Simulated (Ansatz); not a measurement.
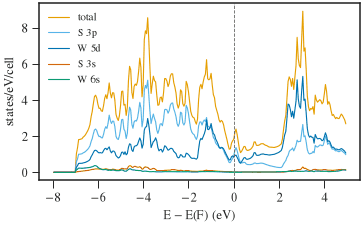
Total and projected density of states of WS₂ in space group C2/m (No. 12; S on 4i, S on 4i, W on 4i), PBEsol in the plane-wave PAW code Ansatz

Task: Which orbitals carry the states next to the Fermi level?

Result: Within 0.5 eV of the Fermi level: W 5d 49 %, S 3p 47 %. Projections are on Löwdin-orthogonalised atomic valence shells; empty p or d shells of many metals are not among them.

Task: Where is the tallest occupied peak in this window, and what makes it?

Result: Near -3.8 eV, about 8.6 states/eV per cell; the largest projected share is S 3p.

The start of the workflow was typed in or built on a structure type; neither database checked (COD, Materials Project) lists it. It is not the phase usual at ambient conditions (space group No. 194). The cell was relaxed with PBEsol under the symmetry of its start; whether a distortion lowers the energy is not shown. The workflow began spin-polarised and lost its moments. A crystal of weakly bound layers computed without a dispersion correction: the cell and the soft elastic constants depend strongly on that. Scalar-relativistic: spin–orbit coupling is off unless named, which matters more the heavier the elements.

Potentials: the earlier of the program's two PAW sets. The files were generated under PBE; for other functionals the program regenerates the frozen cores, and for LDA and PBEsol the local potential too.
